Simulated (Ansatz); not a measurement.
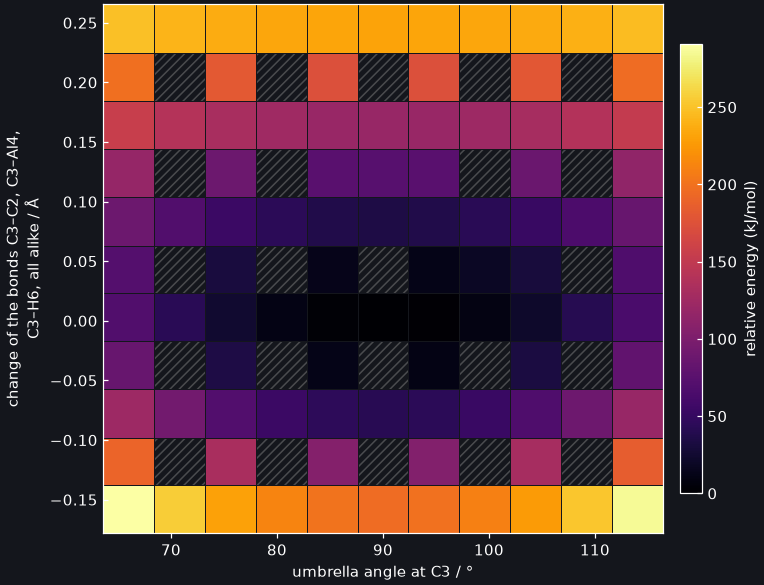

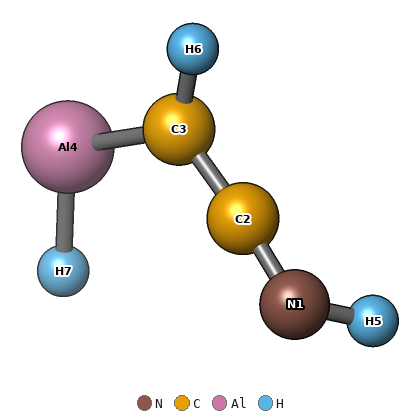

Energy landscape of C₂H₃AlN, SMILES N=C=[CH][AlH], spin multiplicity 2. First axis: umbrella angle at C3 (between each of its bonds and their common axis; 90 is planar). Second axis: change of the bonds C3–C2, C3–Al4, C3–H6, all alike. Nothing is relaxed (all other coordinates rigid). The scan uses an 11 × 11 grid. At 23 points there is no value. Points are written as (first, second). Energies: kJ/mol, counted from the lowest grid point. Method: Ansatz 0.2.0, UHF/def2-TZVP.

The picture shows one coloured cell a grid point, hatched blanks where no value was computed. The second picture is the structure at the lowest point.

### What does the map say about the system?

The lowest grid point is at (90.0°, 0.003 Å). No other kind of well shows on this grid. The highest grid point, (66.0°, −0.158 Å), lies 291 kJ/mol above the lowest. Round the minimum the two coordinates are nearly uncoupled.

The values on the grid:

```csv
"second ↓, first →",66.0,70.8,75.6,80.4,85.2,90.0,94.8,99.6,104.4,109.2,114.0
0.245,248,241,237,234,232,231,232,233,236,239,246
0.204,199,–,181,–,173,–,173,–,180,–,196
0.164,155,141,131,124,120,119,120,124,130,139,152
0.124,117,–,88,–,75,73,74,–,87,–,114
0.083,88,68,53,43,37,35,37,42,52,66,85
0.043,71,–,31,–,13,–,12,18,30,–,68
0.003,69,43,24,11,3,0,2,10,22,40,65
−0.037,84,–,35,–,12,–,11,–,33,–,80
−0.078,124,93,70,54,45,41,44,53,68,89,119
−0.118,190,–,133,–,105,–,104,–,130,–,185
−0.158,291,256,230,211,200,197,199,209,227,251,285
```

Each point was launched as `ansatz run input.yaml --threads 1 --pin off --max-ram 2560MiB --backend cpu --events-out ev --progress --plain --runs-dir out`. Time for the 98 points that were run: 14 min on 1 thread of Arm Neoverse V2, on a shared host.
